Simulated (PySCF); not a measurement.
## Electronic structure of C$_{3}$H$_{10}$O$_{2}$Si$_{3}$ (SMILES COC1=CO[SiH2][SiH2][SiH2]1) in real space

The calculation's input:

```
{"job": {"kind": "nmr", "xc": "PBE0", "basis": "pcSseg-1"}, "charge": 0, "multiplicity": 1}
C      3.081248    -0.313661    -0.212091
O      2.040577     0.624084    -0.321968
C      0.776568     0.278636     0.092435
C      0.468784    -0.911797     0.607315
O     -0.762379    -1.284020     1.049045
Si    -2.260882    -1.262691     0.399016
Si    -2.482146     0.848216    -0.520129
Si    -0.370201     1.763999    -0.193739
H      3.966239     0.177233    -0.614572
H      3.261787    -0.592963     0.831292
H      2.869413    -1.217544    -0.793882
H      1.197470    -1.700826     0.761079
H     -2.999723    -1.634752     1.600936
H     -2.364227    -2.364436    -0.572052
H     -3.546920     1.655244     0.096556
H     -2.872771     0.817037    -1.940740
H     -0.269473     2.611799     1.005930
H      0.257877     2.512758    -1.286085
```

Launched as:

```sh
OMP_NUM_THREADS=1 python probes_run.py task.json out
```

Geometry: GFN2-xTB.

Theory: PBE0/pcSseg-1, SCF density, gas phase, non-relativistic (PySCF 2.14.0).

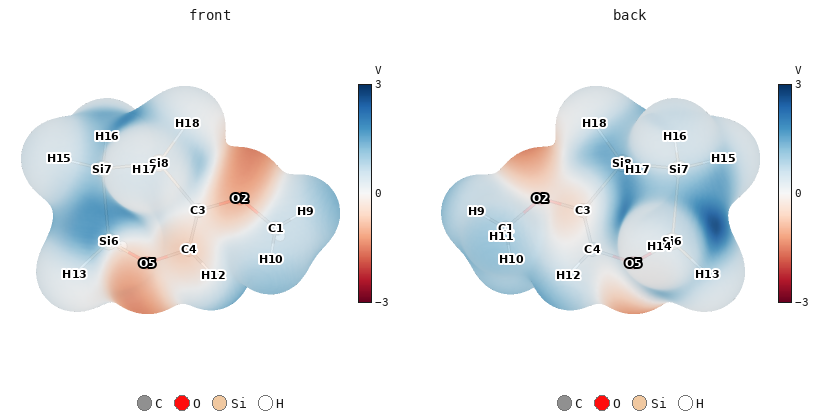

Figure 1. The electrostatic potential painted on the density surface at 0.004 e/bohr³, seen from the front and from behind; the colour scale runs from red (negative) to blue (positive).

Describe the electrostatic potential map.

Answer. The most negative region (about −1.4 V, or −32 kcal/mol for a unit charge) lies over O2 and O5, the most positive (about +2.4 V, or +55 kcal/mol for a unit charge) over Si6.

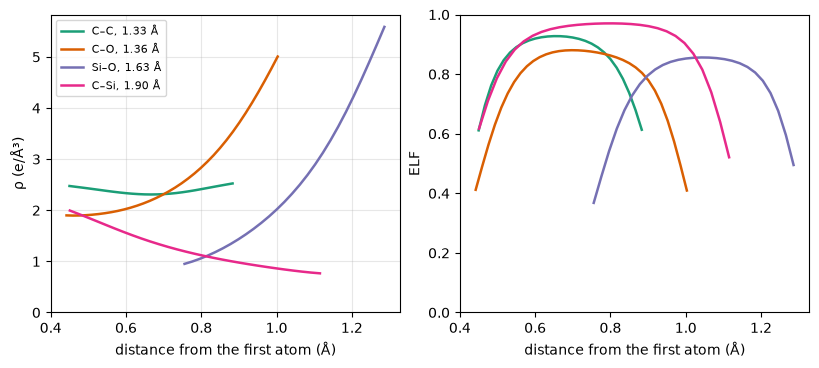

Figure 2. Total electron density and ELF along straight lines between neighbouring atoms. The curves leave out the atomic cores.

What can be read from the curves?

Answer. C–C (1.33 Å): ρ at the midpoint is about 2.3 e/Å³; the ELF peaks at about 0.95 between the atoms; a short, multiple covalent bond.
C–O (1.36 Å): ρ is about 2.2 e/Å³ halfway, with its minimum of 1.9 e/Å³ about 0.5 Å from C; the ELF peaks at about 0.90 between the atoms, as expected for a shared but strongly polarised pair.
Si–O (1.63 Å): the density is about 1.1 e/Å³ at the midpoint; the ELF peaks at about 0.85 between the atoms, as expected for a polar covalent bond.
C–Si (1.90 Å): ρ is about 0.92 e/Å³ halfway; the ELF peaks at about 1 between the atoms, as expected for localised, covalent bonding.
